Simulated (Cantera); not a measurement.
A closed system holds: 1 mol n-butane, 0.82 mol O2, 0.44 mol H2, at 2850 Torr.

Equilibrium computed with Cantera from the NASA thermochemical tables; the gas is ideal and each condensed phase is pure. Candidate condensed phases: C, C6H6, C7H8, C8H18, H2O; 110 gas species. The numbers say what is thermodynamically allowed, not how fast it happens.

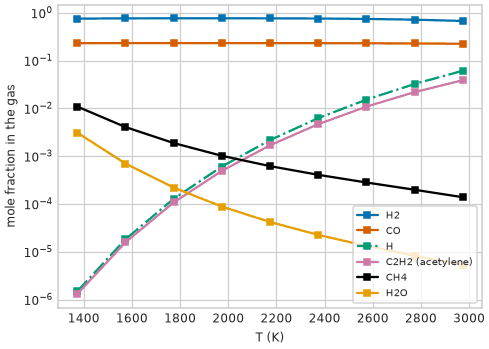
*Equilibrium gas composition (values under 1e-9 drawn at 1e-9)*

### Question
Read off the mole fractions at 2973 K.

### Answer
H2 about 0.67, CO about 0.22, H about 0.061, C2H2 (acetylene) about 0.039, CH4 about 0.00014, H2O about 5.3e-6.
